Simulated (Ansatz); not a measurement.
MoS₂ (3R-MoS2 type, space group R3m)

```
CELL_PARAMETERS angstrom
      1.58770     0.91666     6.19534
     -1.58770     0.91666     6.19534
      0.00000    -1.83332     6.19534
ATOMIC_POSITIONS crystal
  Mo 0.00000 0.00000 0.00000
  S  0.75029 0.75029 0.75029
  S  0.58300 0.58300 0.58300
```

In each cell atom 2 (S, nearest neighbour Mo at 2.403 Å; its periodic images, 3.2 Å or more away, move with it) moves by s·(0.577, 0.577, 0.577) (along Cartesian [111]), the rest being held.

The numbers are results of r2SCAN+rVV10 (plane waves to 500 eV, PAW, scalar-relativistic; Ansatz, an electronic-structure program), not measurements. k mesh 10×10×10 (Γ-centred), Fermi-Dirac smearing 0.05 eV. Energies are smeared free energies. Left out: 1 of 11 points, with atoms too close for the PAW data. MoS2 is run without spin polarisation. MoS2 was relaxed with its symmetry unable to fall. The PAW data are Ansatz's earlier set. This is one of several known forms of MoS2; the measured ambient cells at hand have space group No. 194. The zero of ΔE is the undisplaced structure.

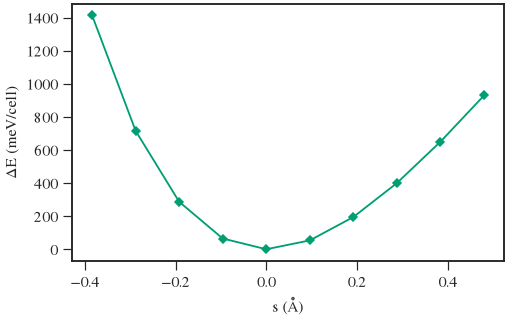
Fig. 1. ΔE (meV/cell) against s (Å); markers are the computed points, lines only join them.

Task: Is the energy the same for displacements of ±0.384 Å, and if not, which side lies higher?

Result: Not even: the negative side lies higher at ±0.384 Å.

Task: What is the energy change at s = 0.480 Å?

Result: About 930 meV/cell.

(A displaced cell: forces are minus the slopes of the energy, force constants its curvatures, and phonons follow from these.)
